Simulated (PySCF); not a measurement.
**C₄H₆GeO₂: electronic excitations**

Wanted: the electronic excitations of C₄H₆GeO₂ (`C#C[CH2][GeH2][C](=O)O`), by calculation.

The runs use PySCF 2.14.0, with density-fitted response routines of our own; the level of theory stands in each step. All values are computed, except where a source is named. Atoms are numbered from 0 throughout.

## 1. The starting structure

13 atoms, charge 0, multiplicity 1; geometry from: GFN2-xTB.

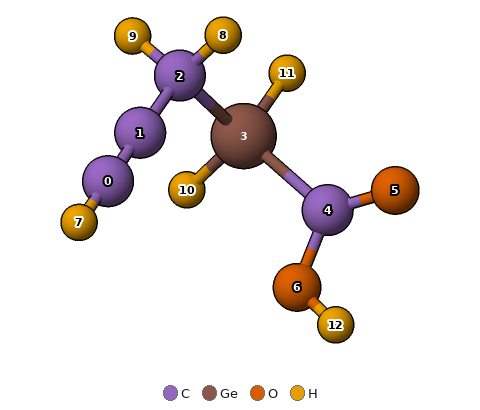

The starting geometry (carbon purple, germanium brown, oxygen orange, hydrogen amber), atoms numbered.

## 2. Ultraviolet spectrum: CAM-B3LYP/def2-SVPD

What the job is given:

```
{"job": {"kind": "uv", "xc": "CAM-B3LYP", "basis": "def2-SVPD", "nstates": 8, "ntriplets": 3}, "charge": 0, "multiplicity": 1}
C     -1.583605    -2.118707    -0.161924
C     -1.544021    -0.931925    -0.007238
C     -1.470746     0.496512     0.176541
Ge     0.268275     1.233655    -0.468212
C      1.753514     0.322537     0.484258
O      2.172231     0.574872     1.579716
O      2.221437    -0.671975    -0.267405
H     -1.643144    -3.158027    -0.290590
H     -1.577145     0.733953     1.238643
H     -2.287387     0.979238    -0.365322
H      0.448863     0.996206    -1.941143
H      0.312928     2.712422    -0.184344
H      2.924413    -1.168275     0.189292
```

Level: TDDFT CAM-B3LYP/def2-SVPD, vertical, gas phase, core orbitals frozen in the response.

Run with:

```
$ OMP_NUM_THREADS=1 python probes_run.py task.json out
```

One launch serves the whole session: the jobs run in the order shown.

The log of the run:

```text
coarse grid: 53328 points
cycle   1  E = -2382.7452352581  dE =  4.854e-01  |g| = 9.965e-01  |ddm| = 8.712e+00
cycle   2  E = -2382.5519652551  dE =  1.933e-01  |g| = 1.469e+00  |ddm| = 2.704e+00
cycle   3  E = -2382.9268310012  dE = -3.749e-01  |g| = 2.167e-01  |ddm| = 1.422e+00
cycle   4  E = -2382.9345560728  dE = -7.725e-03  |g| = 7.622e-02  |ddm| = 2.936e-01
cycle   5  E = -2382.9355584076  dE = -1.002e-03  |g| = 1.661e-02  |ddm| = 1.329e-01
cycle   6  E = -2382.9356140617  dE = -5.565e-05  |g| = 4.969e-03  |ddm| = 3.833e-02
cycle   7  E = -2382.9356185580  dE = -4.496e-06  |g| = 1.483e-03  |ddm| = 1.156e-02
final grid: 112520 points
cycle   8  E = -2382.9356102854  dE =  6.787e-08  |g| = 1.846e-03  |ddm| = 7.457e-03
cycle   9  E = -2382.9356092923  dE =  9.931e-07  |g| = 2.830e-03  |ddm| = 5.912e-03
cycle  10  E = -2382.9356109827  dE = -1.690e-06  |g| = 2.516e-04  |ddm| = 3.681e-03
cycle  11  E = -2382.9356109934  dE = -1.071e-08  |g| = 5.070e-05  |ddm| = 3.023e-04
cycle  12  E = -2382.9356109945  dE = -1.040e-09  |g| = 3.399e-05  |ddm| = 1.613e-04
cycle  13  E = -2382.9356109948  dE = -2.824e-10  |g| = 1.021e-05  |ddm| = 5.105e-05
converged SCF energy = -2382.9356109948

Static polarisability (au): isotropic 83.043, principal 69.845 82.883 96.401

Singlet excitations
state   eV       nm        f      main configurations
  1   5.1868    239.0   0.00496   H-2->L 0.49, H-1->L 0.27, H->L 0.08
  2   6.4387    192.6   0.01553   H->L 0.35, H->L+7 0.15, H->L+5 0.12
  3   6.5540    189.2   0.03683   H->L 0.41
  4   6.7162    184.6   0.00748   H-1->L 0.15, H-1->L+6 0.09, H->L+5 0.09
  5   6.7824    182.8   0.01473   H->L+1 0.15, H->L+4 0.14, H->L+6 0.11
  6   7.1327    173.8   0.01030   H-1->L 0.42, H-2->L 0.21
  7   7.2468    171.1   0.12734   H-2->L+1 0.36, H->L+1 0.21, H-1->L+1 0.18
  8   7.4464    166.5   0.03781   H->L+3 0.37, H->L+1 0.23, H-2->L+1 0.12

Triplet excitations (Tamm-Dancoff, eV): 4.5561 5.3904 5.8478
```

Wall time 89 s (1 thread, shared host).

The orbitals next to the gap, with their largest atomic shares:

| orbital | eV | atoms |
| --- | --- | --- |
| HOMO−3 | -11.11 | O5 41 %, O6 40 %, C4 12 % |
| HOMO−2 | -9.41 | O5 34 %, C1 17 %, C0 17 % |
| HOMO−1 | -9.32 | C0 28 %, C1 26 %, O5 17 % |
| HOMO | -8.89 | C0 33 %, C1 30 %, C2 13 % |
| LUMO | 0.34 | C4 28 %, O5 20 %, Ge3 18 % |
| LUMO+1 | 0.80 | Ge3 31 %, O6 18 %, C4 10 % |
| LUMO+2 | 1.39 | O6 26 %, Ge3 16 %, H12 12 % |

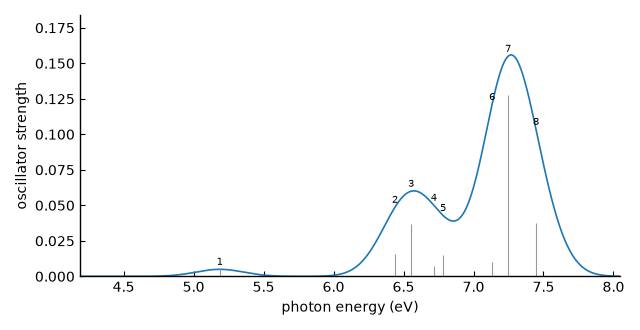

Absorption spectrum from the 8 singlet states computed; above the last one it falls off for lack of states. Lines are broadened to a width of 0.40 eV (Gaussian).

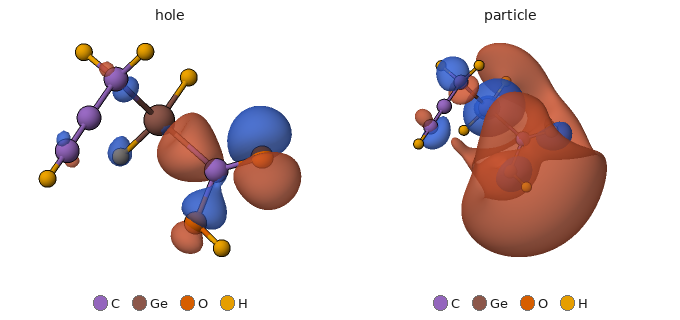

Leading natural transition orbitals of singlet state 7: the electron leaves the hole (left) for the particle orbital (right).

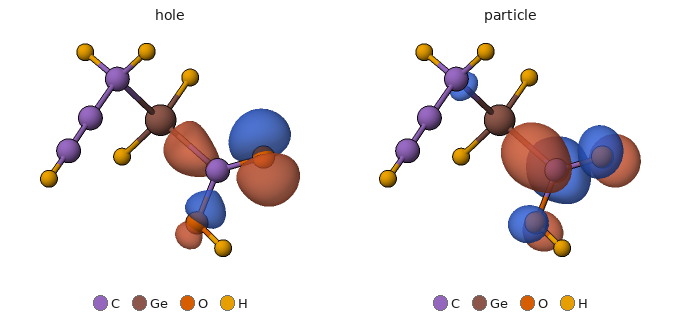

Leading natural transition orbitals of singlet state 1: the electron leaves the hole (left) for the particle orbital (right).

Further results of this job:

| property | computed |
| --- | --- |
| dipole moment (D) | 1.47 |
| polarisability (Å³) | 12.31 |
| HOMO–LUMO gap (eV) | 9.24 |
| −ε(HOMO) (eV) | 8.89 |

Orbitals, density, ELF and potential are computed afterwards from the orbital file.

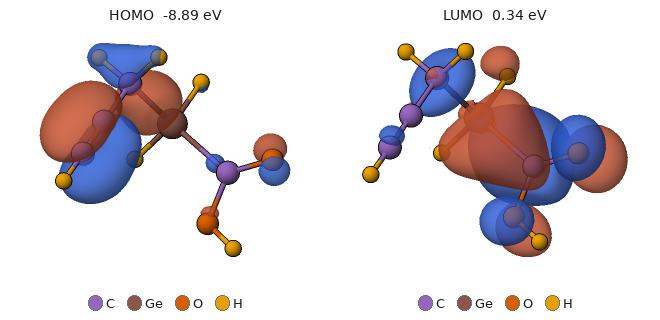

CAM-B3LYP/def2-SVPD orbitals near the gap, drawn at the value that encloses 70 % of each; the two colours are the two signs.

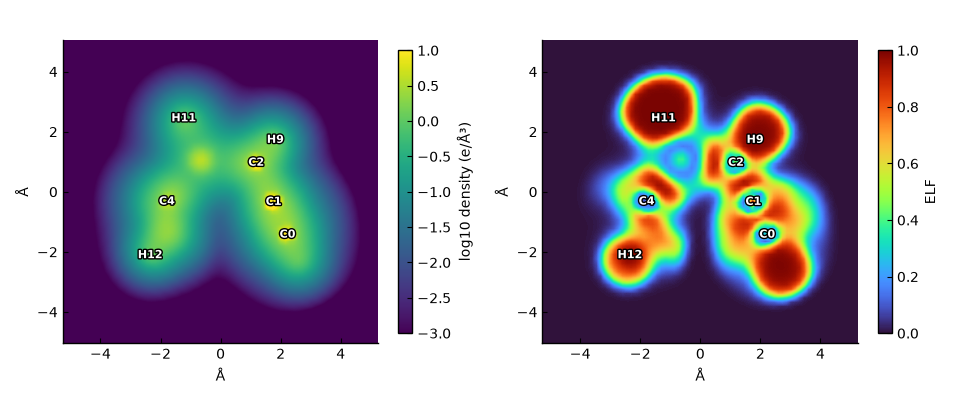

Density (left) and ELF (right) in a plane through or near 7 of the atoms.

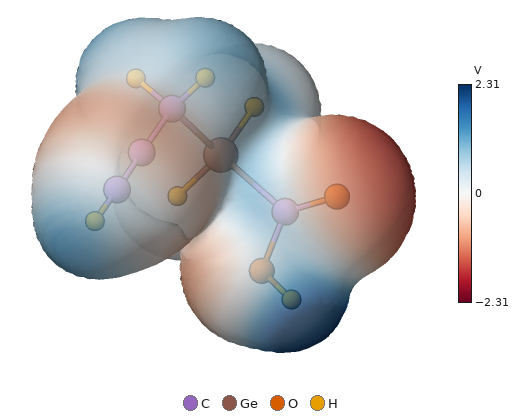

Electrostatic potential on the surface of density 0.002 e/bohr³; red is low, blue high. It runs, from the 1st to the 99th percentile, from -1.51 V near O5 to 2.31 V near H12.

## 3. Summary of results

| quantity | value |
| --- | --- |
| lowest singlet (CAM-B3LYP/def2-SVPD) | 5.19 eV (239 nm), f = 0.005 |
| brightest single state of those computed | state 7, 7.25 eV, f = 0.127 |
| lowest triplet | 4.56 eV |
| surface potential, 1st and 99th percentile | -1.51 V and 2.31 V |

**Reading.** The first singlet state (HOMO−2→LUMO 0.49, HOMO−1→LUMO 0.27) lies at 5.19 eV and is weak; of the 8 states computed, the strongest absorption comes from state 7 at 7.25 eV. The lowest triplet lies 0.63 eV below the lowest singlet (triplets in Tamm-Dancoff, singlets in full TDDFT).
